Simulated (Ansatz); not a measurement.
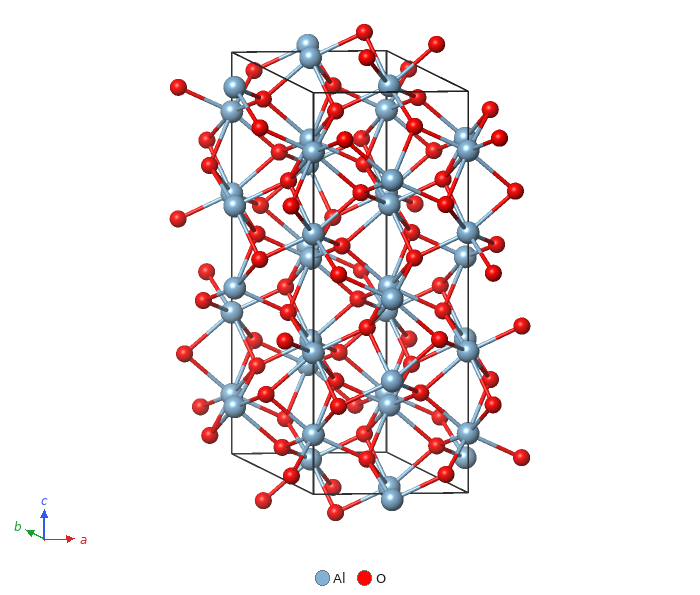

Al₂O₃ (space group R-3c, No. 167): the end point of a relaxation with Ansatz, DFT PBE, scalar-relativistic, plane waves, PAW.

Bonds are taken as Al–O below 2.2 Å; no other contact counts. Atoms with one bond or none are removed and atoms with two bonds are replaced by edges, until no such atom is left.

Question: What kind of net remains, and which atoms are its nodes?

Answer: A binodal (4,6)-connected, three-periodic net: O is a 4-connected node; Al is a 6-connected node, in the ratio 3:2.

Question: Which named net is it?

Answer: It is the cor net, known from corundum.

Question: Is the net interpenetrated?

Answer: It is a single net, without interpenetration.

Question: Give the first four terms of the coordination sequence (nodes one, two, three … edges away).

Answer: O: 4, 16, 26, 66; Al: 6, 13, 39, 46.

The simplified net, drawn on the atoms' positions. Nodes are coloured by element. Edges to nodes outside the piece are drawn as stubs.

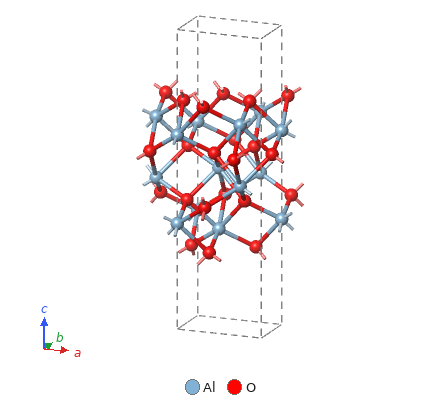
